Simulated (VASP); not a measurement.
# Driving VASP from ASE on SiNi3, part 2 of 3

Do ASE scripts that read SiNi3 from different structure formats give one answer, and do several routes find one equilibrium volume? All runs use LDA. Left out of this account: 1 further run (self-consistent run: a reference on another mesh). The start is a computed cell from the Materials Project.

VASP 6.6.1; LDA, spin-polarised from a ferromagnetic start; plane waves and PAW (Si, Ni).

So far. Step 2 (A single point (LDA, through ASE)): The pressure is -7.55 GPa and the largest force 0.000 eV/Å, so the cell is not at a minimum at these settings. Step 3 (Self-consistent run (LDA, through ASE)): The energy lies +0.32 meV an atom from the first script, on another mesh.

## Step 4: Full relaxation (LDA, through ASE)

Properties are meant for the cell that this level of theory prefers, so cell and atoms are relaxed first (ISIF = 3) until forces and stress are small; EDIFFG sets the threshold.

run.py

```python
import numpy as np
from ase.calculators.vasp import Vasp
from ase import Atoms

atoms = Atoms(['Si', 'Ni', 'Ni', 'Ni'],
              cell=[[3.46374006, 0.0, 0.0], [0.0, 3.46374006, 0.0], [0.0, 0.0, 3.46374006]],
              scaled_positions=[[0.0, 0.0, 0.0], [0.0, 0.5, 0.5], [0.5, 0.5, 0.0], [0.5, 0.0, 0.5]],
              pbc=True)

calc = Vasp(
    xc='lda',
    pp='LDA',
    prec='Accurate',
    encut=400,
    ediff=1e-06,
    nelm=100,
    ismear=-1,
    sigma=0.05,
    lreal=False,
    algo='Normal',
    nbands=27,
    ispin=2,
    lasph=True,
    lmaxmix=4,
    lorbit=11,
    lwave=False,
    lcharg=False,
    kpar=4,
    ibrion=2,
    nsw=60,
    isif=3,
    ediffg=-0.01,
    pp_version='64',
    setups={'Si': '', 'Ni': ''},
    kpts=(9, 9, 9),
    gamma=True,
    txt='vasp.out',
    magmom=[0.0, 1.0, 1.0, 1.0],
)
atoms.calc = calc

print("energy (eV):", round(atoms.get_potential_energy(), 6))
print("Fermi level (eV):", round(calc.get_fermi_level(), 4))
print("forces (eV/A):")
print(np.round(atoms.get_forces(), 4))
print("stress (GPa, Voigt, tension positive):", np.round(atoms.get_stress() * 160.21766, 3))
print("magnetic moment (muB):", round(atoms.get_magnetic_moment(), 3))
print("cell (A, degrees):", np.round(atoms.cell.cellpar(), 4))
print("volume (A^3):", round(atoms.get_volume(), 4))
print("positions:")
print(np.round(atoms.get_scaled_positions(), 5))
```

Potentials, in the order of the species: Si and Ni (LDA family, release 64).

On the command line:

```bash
> export ASE_VASP_COMMAND="mpirun -np 4 vasp_std"
> python run.py
```

The log of the run:

```text
energy (eV): -27.932271
Fermi level (eV): 11.4969
forces (eV/A):
[[-0.  0.  0.]
 [ 0. -0.  0.]
 [-0.  0.  0.]
 [-0. -0.  0.]]
stress (GPa, Voigt, tension positive): [ 0.144  0.144  0.144 -0.    -0.    -0.   ]
magnetic moment (muB): -0.0
cell (A, degrees): [ 3.4274  3.4274  3.4274 90.     90.     90.    ]
volume (A^3): 40.2618
positions:
[[0.  0.  0. ]
 [0.  0.5 0.5]
 [0.5 0.5 0. ]
 [0.5 0.  0.5]]
```

Wall time 12 s (4 MPI ranks of Intel Xeon 6975P-C (Granite Rapids), shared host); peak memory 0.63 GiB; 44 s of CPU time.

The INCAR that ASE wrote:

```
ENCUT = 400.000000
SIGMA = 0.050000
EDIFF = 1.00e-06
EDIFFG = -1.00e-02
ALGO = Normal
PREC = Accurate
IBRION = 2
ISIF = 3
ISMEAR = -1
ISPIN = 2
KPAR = 4
LMAXMIX = 4
LORBIT = 11
NBANDS = 27
NELM = 100
NSW = 60
MAGMOM = 1*0.0000 3*1.0000
LASPH = .TRUE.
LCHARG = .FALSE.
LWAVE = .FALSE.
LREAL = .FALSE.
```

ASE turned this into the KPOINTS:

```
KPOINTS created by Atomic Simulation Environment
0
Gamma
9 9 9
0 0 0
```

vasp.out:

```text
[... set-up lines as in an earlier step ...]
 entering main loop
       N       E                     dE             d eps       ncg     rms          rms(c)
[... 13 cycles as in an earlier step ...]
   1 F= -.27907831E+02 E0= -.27900102E+02  d E =-.279078E+02  mag=     0.0007
 curvature:   0.00 expect dE= 0.000E+00 dE for cont linesearch  0.000E+00
 trial: gam= 0.00000 g(F)=  0.000E+00 g(S)=  0.139E+00 ort = 0.000E+00 (trialstep = 0.100E+01)
 search vector abs. value=  0.139E+00
 bond charge predicted
       N       E                     dE             d eps       ncg     rms          rms(c)
DAV:   1    -0.308672858380E+02   -0.29595E+01   -0.24656E+01  4008   0.741E+01    0.154E+01
DAV:   2    -0.300273896669E+02    0.83990E+00   -0.16981E+01  4488   0.809E+01    0.106E+01
DAV:   3    -0.279939678059E+02    0.20334E+01   -0.56060E+00  4526   0.418E+01    0.266E+00
DAV:   4    -0.279013142851E+02    0.92654E-01   -0.11793E-01  5162   0.363E+00    0.104E+00
DAV:   5    -0.278856271022E+02    0.15687E-01   -0.83286E-03  5746   0.103E+00    0.325E-01
DAV:   6    -0.278853674218E+02    0.25968E-03   -0.23860E-03  3924   0.430E-01    0.789E-02
DAV:   7    -0.278853805145E+02   -0.13093E-04   -0.13229E-04  5084   0.124E-01    0.338E-02
DAV:   8    -0.278853732968E+02    0.72177E-05   -0.13886E-05  5112   0.458E-02    0.127E-02
DAV:   9    -0.278853727972E+02    0.49959E-06   -0.13942E-06  2964   0.121E-02
   2 F= -.27885373E+02 E0= -.27878179E+02  d E =0.224584E-01  mag=     0.0000
 trial-energy change:    0.022458  1 .order    0.030117   -0.138662    0.198896
 step:   0.4444(harm=  0.4108)  dis= 0.00000  next Energy=   -27.939313 (dE=-0.315E-01)
 bond charge predicted
       N       E                     dE             d eps       ncg     rms          rms(c)
DAV:   1    -0.289224365178E+02   -0.10371E+01   -0.78307E+00  3972   0.442E+01    0.889E+00
DAV:   2    -0.289106845013E+02    0.11752E-01   -0.82014E+00  4532   0.486E+01    0.690E+00
DAV:   3    -0.279629834535E+02    0.94770E+00   -0.18308E+00  4526   0.264E+01    0.149E+00
DAV:   4    -0.279446558763E+02    0.18328E-01   -0.70584E-02  4000   0.164E+00    0.674E-01
DAV:   5    -0.279398499546E+02    0.48059E-02   -0.42365E-03  5436   0.112E+00    0.146E-01
DAV:   6    -0.279397389797E+02    0.11097E-03   -0.86245E-04  4158   0.268E-01    0.454E-02
DAV:   7    -0.279397660925E+02   -0.27113E-04   -0.66202E-05  5249   0.706E-02    0.226E-02
DAV:   8    -0.279397661374E+02   -0.44869E-07   -0.22389E-06  2957   0.164E-02
   3 F= -.27939766E+02 E0= -.27932271E+02  d E =-.319349E-01  mag=     0.0000
 curvature:  -0.20 expect dE=-0.971E-05 dE for cont linesearch -0.971E-05
 trial: gam=-0.01815 g(F)=  0.216E-64 g(S)=  0.474E-04 ort = 0.256E-02 (trialstep = 0.889E+00)
 search vector abs. value=  0.163E-07
 reached required accuracy - stopping structural energy minimisation
```

From OUTCAR (step 4):

```text
The static configuration has the point symmetry O_h .

 Found     35 irreducible k-points:

   NELECT =      34.0000    total number of electrons

 E-fermi :  11.4969

 spin component 1
 k-point     1 :       0.0000    0.0000    0.0000
  band No.  band energies     occupation
    ...
     12      10.5717      1.00000
     13      10.5717      1.00000
     14      10.8295      1.00000
     15      10.8295      1.00000
     16      11.1775      0.99832
     17      11.5254      0.36093
     18      11.5254      0.36093
     19      11.5254      0.36093
     20      16.9555      0.00000
     21      18.2053      0.00000
    ...

 k-point     2 :       0.1111    0.0000    0.0000
  band No.  band energies     occupation
    ...
     12      10.6450      1.00000
     13      10.6450      1.00000
     14      10.8322      1.00000
     15      10.8362      1.00000
     16      11.1106      0.99956
     17      11.5256      0.36014
     18      11.8428      0.00099
     19      11.8428      0.00099
     20      17.2218      0.00000
     21      18.1611      0.00000
    ...

 k-point     3 :       0.2222    0.0000    0.0000
  band No.  band energies     occupation
    ...
     12      10.5147      1.00000
     13      10.5147      1.00000
     14      10.6543      1.00000
     15      10.8106      1.00000
     16      10.9412      0.99999
     17      11.5260      0.35814
     18      12.7161      0.00000
     19      12.7161      0.00000
     20      17.3353      0.00000
     21      18.0370      0.00000
    ...

 k-point     4 :       0.3333    0.0000    0.0000
  band No.  band energies     occupation
    ...
     12      10.2609      1.00000
     13      10.2609      1.00000
     14      10.3636      1.00000
     15      10.5623      1.00000
     16      10.8949      0.99999
     17      11.5264      0.35627
     18      13.8723      0.00000
     19      13.8723      0.00000
     20      17.2643      0.00000
     21      17.8716      0.00000
    ...

  Total       -0.0362061     -0.0362061     -0.0362061      0.0000000     -0.0000000      0.0000000
  in kB       -1.4407855     -1.4407855     -1.4407855      0.0000000     -0.0000000      0.0000000
  external PRESSURE =      -1.4407855 kB  Pullay stress =       0.0000000 kB

  energy-cutoff  :      400.00
  volume of cell :       40.26
      direct lattice vectors                 reciprocal lattice vectors
     3.427397626  0.000000000  0.000000000     0.291766556  0.000000000  0.000000000
    -0.000000000  3.427397626 -0.000000000    -0.000000000  0.291766556  0.000000000
    -0.000000000 -0.000000000  3.427397626    -0.000000000  0.000000000  0.291766556

 POSITION                                       TOTAL-FORCE (eV/Angst)
 -----------------------------------------------------------------------------------
      0.00000      0.00000      0.00000        -0.000000      0.000000      0.000000
     -0.00000      1.71370      1.71370         0.000000     -0.000000      0.000000
      1.71370      1.71370      0.00000        -0.000000      0.000000      0.000000
      1.71370     -0.00000      1.71370        -0.000000     -0.000000      0.000000
 -----------------------------------------------------------------------------------
    total drift:                                0.000000     -0.000000     -0.000000

  FREE ENERGIE OF THE ION-ELECTRON SYSTEM (eV)
  ---------------------------------------------------
  free  energy   TOTEN  =       -27.9397661374 eV

  energy  without entropy=      -27.9247755839  energy(sigma->0) =      -27.93227086

 reached required accuracy - stopping structural energy minimisation

 total charge
# of ion       s       p       d       tot
------------------------------------------
    1        0.736   0.862   0.000   1.598
    2        0.521   0.644   8.466   9.630
    3        0.521   0.644   8.466   9.630
    4        0.521   0.644   8.466   9.630
--------------------------------------------------
tot          2.298   2.793  25.397  30.487

 magnetization (x)
# of ion       s       p       d       tot
------------------------------------------
    1        0.000   0.000   0.000   0.000
    2        0.000  -0.000   0.000   0.000
    3        0.000  -0.000   0.000   0.000
    4        0.000  -0.000   0.000   0.000
--------------------------------------------------
tot          0.000  -0.000   0.000   0.000

[... 7 parts as in an earlier step ...]

[... 6 further parts left out ...]
```

CONTCAR:

```
Si Ni
   1.00000000000000
     3.4273976259117691    0.0000000000000000    0.0000000000000000
    -0.0000000000000000    3.4273976259117691   -0.0000000000000000
    -0.0000000000000000   -0.0000000000000000    3.4273976259117691
  Si              Ni
     1     3
Direct
     0.0000000000000000    0.0000000000000000    0.0000000000000000
     0.0000000000000000    0.5000000000000000    0.5000000000000000
     0.5000000000000000    0.5000000000000000    0.0000000000000000
     0.5000000000000000    0.0000000000000000    0.5000000000000000
```

The run keeps the 48 symmetry operations of its start, so it cannot find a distortion of lower symmetry.

Step by step:

```
step  energy less that of the first step (eV)  largest force (eV/Å)  pressure (GPa)  volume (Å³)
   1                                   0.0000                0.0000           -7.55        41.56
   2                                   0.0225                0.0000           11.63        38.68
   3                                  -0.0319                0.0000           -0.14        40.26
```

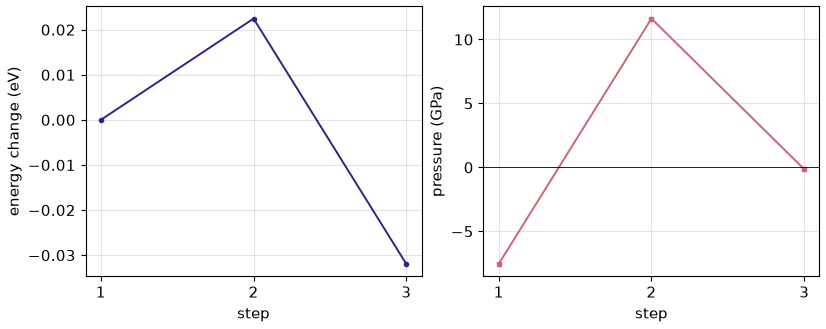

Energy and pressure along the relaxation.

```
conventional cell, symmetrised  before  after  change
                         a (Å)   3.464  3.427  -1.0 %
                         b (Å)   3.464  3.427  -1.0 %
                         c (Å)   3.464  3.427  -1.0 %
              volume (Å³/atom)   10.39  10.07  -3.1 %
```

Final coordinates:

```
Si Ni
1.0
     3.42740    0.00000    0.00000
     0.00000    3.42740    0.00000
     0.00000    0.00000    3.42740
Si Ni
1 3
Direct
  0.00000 0.00000 0.00000
  0.00000 0.50000 0.50000
  0.50000 0.50000 0.00000
  0.50000 0.00000 0.50000
```

Numbers from this step:

```
irreducible k points            : 35
free energy (TOTEN)             : -27.94 eV
energy at zero smearing         : -27.93 eV
Fermi energy                    : 11.50 eV
pressure                        : -0.1441 GPa
SCF cycles over all ionic steps : 30
```

It ends with forces that vanish by symmetry and a pressure of -0.14 GPa.

## Step 5: Equation of state by an ASE loop (LDA)

An ASE loop scales the volume and fits the energies, which gives the bulk modulus from energies alone.

run.py

```python
import numpy as np
from ase.calculators.vasp import Vasp
from ase.io import read
from ase.eos import EquationOfState
from ase.units import GPa

atoms = read('structure.vasp')

calc = Vasp(
    xc='lda',
    pp='LDA',
    prec='Accurate',
    encut=400,
    ediff=1e-06,
    nelm=100,
    ismear=-1,
    sigma=0.05,
    lreal=False,
    algo='Normal',
    nbands=27,
    ispin=2,
    lasph=True,
    lmaxmix=4,
    lorbit=11,
    lwave=False,
    lcharg=False,
    kpar=4,
    isif=2,
    pp_version='64',
    setups={'Si': '', 'Ni': ''},
    kpts=(9, 9, 9),
    gamma=True,
    txt='vasp.out',
    magmom=[0.0, 1.0, 1.0, 1.0],
)
atoms.calc = calc

cell, volumes, energies = atoms.get_cell(), [], []
for x in [0.94, 0.96, 0.98, 1.0, 1.02, 1.04, 1.06]:
    atoms.set_cell(cell * x ** (1 / 3), scale_atoms=True)
    volumes.append(atoms.get_volume())
    energies.append(atoms.get_potential_energy())
    print(f"{x:.2f}  V = {volumes[-1]:.4f} A^3  E = {energies[-1]:.6f} eV")
v0, e0, b0 = EquationOfState(volumes, energies, eos="birchmurnaghan").fit()
print(f"V0 = {v0:.4f} A^3  E0 = {e0:.6f} eV  B0 = {b0 / GPa:.2f} GPa")
```

structure.vasp

```
SiNi3
1.0
    3.4637400600      0.0000000000      0.0000000000
    0.0000000000      3.4637400600      0.0000000000
    0.0000000000      0.0000000000      3.4637400600
Si Ni
1 3
Direct
    0.0000000000      0.0000000000      0.0000000000
    0.0000000000      0.5000000000      0.5000000000
    0.5000000000      0.5000000000      0.0000000000
    0.5000000000      0.0000000000      0.5000000000
```

The log of the run:

```text
0.94  V = 39.0628 A^3  E = -27.894597 eV
0.96  V = 39.8940 A^3  E = -27.924661 eV
0.98  V = 40.7251 A^3  E = -27.925574 eV
1.00  V = 41.5562 A^3  E = -27.900102 eV
1.02  V = 42.3873 A^3  E = -27.851669 eV
1.04  V = 43.2185 A^3  E = -27.782541 eV
1.06  V = 44.0496 A^3  E = -27.695178 eV
V0 = 40.3284 A^3  E0 = -27.928570 eV  B0 = 257.97 GPa
```

Elapsed: 35 s, on 4 MPI ranks; peak memory 0.61 GiB; 2 min of CPU time.

ASE turned this into the INCAR:

```
ENCUT = 400.000000
SIGMA = 0.050000
EDIFF = 1.00e-06
ALGO = Normal
PREC = Accurate
ISIF = 2
ISMEAR = -1
ISPIN = 2
KPAR = 4
LMAXMIX = 4
LORBIT = 11
NBANDS = 27
NELM = 100
MAGMOM = 1*0.0000 3*1.0000
LASPH = .TRUE.
LCHARG = .FALSE.
LWAVE = .FALSE.
LREAL = .FALSE.
```

ASE turned this into the KPOINTS:

```
KPOINTS created by Atomic Simulation Environment
0
Gamma
9 9 9
0 0 0
```

VASP's own log, vasp.out (the last of its runs):

```text
[banner, memory and clock lines left out]
running    4 mpi-ranks, on    1 nodes
 distrk:  each k-point on    1 cores,    4 groups
 distr:  one band on    1 cores,    1 groups

 POSCAR found type information on POSCAR SiNi
 POSCAR found :  2 types and       4 ions
 LDA part: xc-table for (Slater(with rela. corr.)+CA(PZ))
 , standard interpolation
 POSCAR, INCAR and KPOINTS ok, starting setup
 FFT: planning ... GRIDC
 FFT: planning ... GRID_SOFT
 FFT: planning ... GRID
 WAVECAR not read
 WARNING: random wavefunctions but no delay for mixing, default for NELMDL
 entering main loop
       N       E                     dE             d eps       ncg     rms          rms(c)
DAV:   1     0.180626879098E+03    0.18063E+03   -0.12416E+04  3812   0.137E+03
DAV:   2    -0.203109300144E+02   -0.20094E+03   -0.18760E+03  3786   0.285E+02
DAV:   3    -0.310571784651E+02   -0.10746E+02   -0.10271E+02  4236   0.845E+01
DAV:   4    -0.312494160853E+02   -0.19224E+00   -0.19183E+00  4286   0.108E+01
DAV:   5    -0.312552928418E+02   -0.58768E-02   -0.58761E-02  4511   0.170E+00    0.202E+01
DAV:   6    -0.317693200448E+02   -0.51403E+00   -0.30761E+01  4476   0.100E+02    0.189E+01
DAV:   7    -0.277784643288E+02    0.39909E+01   -0.11271E+01  4550   0.568E+01    0.369E+00
DAV:   8    -0.277199979070E+02    0.58466E-01   -0.31705E-01  4391   0.417E+00    0.140E+00
DAV:   9    -0.277059397086E+02    0.14058E-01   -0.16699E-02  5445   0.149E+00    0.635E-01
DAV:  10    -0.277044154811E+02    0.15242E-02   -0.11143E-03  4561   0.317E-01    0.348E-01
DAV:  11    -0.277033419503E+02    0.10735E-02   -0.35580E-04  4865   0.313E-01    0.836E-02
DAV:  12    -0.277033418568E+02    0.93507E-07   -0.11575E-04  4855   0.947E-02    0.501E-02
DAV:  13    -0.277033419088E+02   -0.51984E-07   -0.87107E-06  4356   0.414E-02
   1 F= -.27703342E+02 E0= -.27695178E+02  d E =-.163276E-01  mag=     0.0011
```

From OUTCAR (step 5):

```text
   ENCUT  =  400.0 eV  29.40 Ry    5.42 a.u.   5.76  5.76  5.76*2*pi/ulx,y,z

   NELECT =      34.0000    total number of electrons

 E-fermi :  10.1058

 spin component 1
 k-point     1 :       0.0000    0.0000    0.0000
  band No.  band energies     occupation
    ...
     12       9.2923      1.00000
     13       9.2923      1.00000
     14       9.5201      0.99999
     15       9.5201      0.99999
     16       9.8170      0.99691
     17      10.1205      0.42683
     18      10.1205      0.42683
     19      10.1205      0.42683
     20      14.6953      0.00000
     21      16.3811      0.00000
    ...

 k-point     2 :       0.1111    0.0000    0.0000
  band No.  band energies     occupation
    ...
     12       9.3644      1.00000
     13       9.3644      1.00000
     14       9.5223      0.99999
     15       9.5273      0.99999
     16       9.7592      0.99902
     17      10.1208      0.42555
     18      10.4206      0.00184
     19      10.4206      0.00184
     20      14.9965      0.00000
     21      16.3582      0.00000
    ...

  Total       -5.1530853     -5.1530853     -5.1530853      0.0000000      0.0000000     -0.0000000
  in kB     -187.4287351   -187.4287351   -187.4287351      0.0000000      0.0000000     -0.0000000
  external PRESSURE =    -187.4287351 kB  Pullay stress =       0.0000000 kB

 POSITION                                       TOTAL-FORCE (eV/Angst)
 -----------------------------------------------------------------------------------
      0.00000      0.00000      0.00000         0.000000      0.000000      0.000000
      0.00000      1.76584      1.76584         0.000000      0.000000      0.000000
      1.76584      1.76584      0.00000         0.000000      0.000000      0.000000
      1.76584      0.00000      1.76584         0.000000      0.000000      0.000000
 -----------------------------------------------------------------------------------
    total drift:                                0.000000     -0.000000     -0.000000

  FREE ENERGIE OF THE ION-ELECTRON SYSTEM (eV)
  ---------------------------------------------------
  free  energy   TOTEN  =       -27.7033419088 eV

  energy  without entropy=      -27.6870142718  energy(sigma->0) =      -27.69517809

 magnetization (x)
# of ion       s       p       d       tot
------------------------------------------
    1       -0.000  -0.000   0.000  -0.000
    2        0.000  -0.000   0.000   0.000
    3        0.000  -0.000   0.000   0.000
    4        0.000  -0.000   0.000   0.000
--------------------------------------------------
tot         -0.000  -0.000   0.001   0.001

[... 4 parts as in an earlier step ...]

[... 17 further parts left out ...]
```

The magnetic state follows from one typed start and may not be the lowest.

Numbers from this step:

```yaml
bulk_modulus: 258.0 GPa
equilibrium_volume_of_the_fit: 10.08 Å³/atom
```

The fitted volume lies +0.17 % from the relaxed one.

(Continued in part 3 of 3.)

[Lines on the potential files, build, host, timing and source positions are cut from VASP's logs without a mark.]

[Logs are printed without paths, hosts, clocks, repeated set-up lines and the standing remarks that a program may print on its own settings, such as how far it seeks lower states.]

[Hosts, paths, dates, database ids (printed as entryN), source tags and the programs' standing remarks are cut or masked in the printed files.]

[A measured line is paired with the nearest computed mode of its activity, which favours agreement.]
